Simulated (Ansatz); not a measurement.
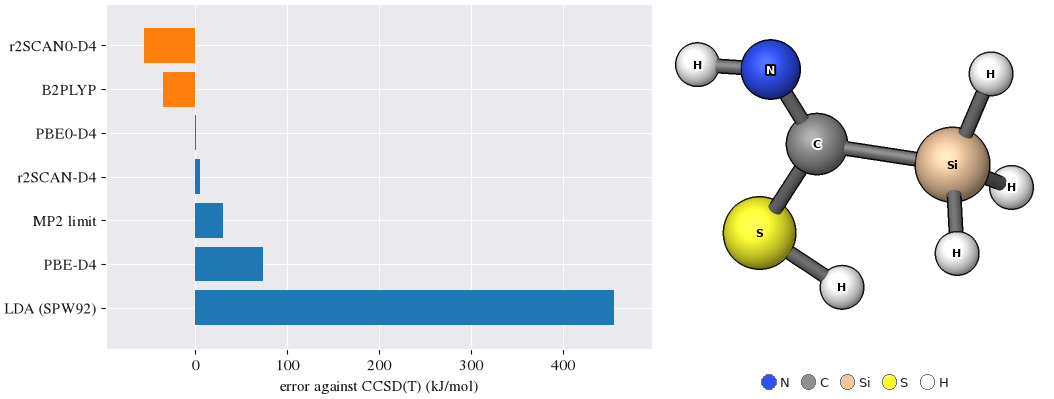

Error in the electronic atomisation energy (method less reference, so positive means overbinding) of CH₅NSSi (imidic-acid tautomer), SMILES N(=C(\[SiH3])S)/[H]: functionals in def2-TZVPP against frozen-core CCSD(T) at the limit (MP2 extrapolated from triple and quadruple zeta, plus CCSD(T) less MP2 in a smaller set), which gives 2980.3 kJ/mol, at a PBE0-D4/def2-TZVP geometry (a minimum by its frequencies), no zero-point or spin-orbit term, the Ansatz code 0.2.0. The reference leaves out core correlation, a term that grows with the number of heavy atoms. B2PLYP holds a correlation term that converges slowly with the basis, so part of the distance to the limit is basis error. No dispersion term is added to B2PLYP. Limit means the basis limit.

### Which of these levels overbind, and which underbind?

Overbind: MP2 limit, PBE-D4 and LDA (SPW92). Underbind: r2SCAN0-D4 and B2PLYP. Within 20 kJ/mol of zero, too close to call in view of what the reference leaves out: PBE0-D4 and r2SCAN-D4.

### What range do the values span?

From −56.1 kJ/mol (r2SCAN0-D4) to 455.7 kJ/mol (LDA (SPW92)).
